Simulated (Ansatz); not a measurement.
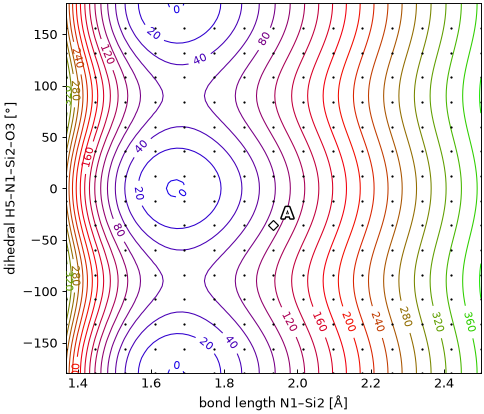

ClH2NOSi, SMILES N[Si](=O)Cl. 
- First axis: bond length N1–Si2. Second axis: dihedral H5–N1–Si2–O3.
- Nothing is relaxed (all other coordinates rigid).
- The scan uses a 15 × 15 grid; 120 points were computed and 105 follow by symmetry.
- Points are written as (first, second).
- Energies: kJ/mol, counted from the lowest grid point.
- The reference is spin-restricted, which grows unreliable where a bond is stretched far.
- Computed with Ansatz, RKS PBE0-D4/def2-TZVP.

In the figure: contour lines labelled in kJ/mol, dots at the grid points, the point A. Between grid points the surface is interpolated.

Which way does the force act at A, and how strong is it?

Answer. A, at (1.934 Å, −36°), is not a stationary point. The computed force is 460 kJ/mol for each Å towards smaller values of bond length N1–Si2 and 0.66 kJ/mol for each degree towards larger values of dihedral H5–N1–Si2–O3.
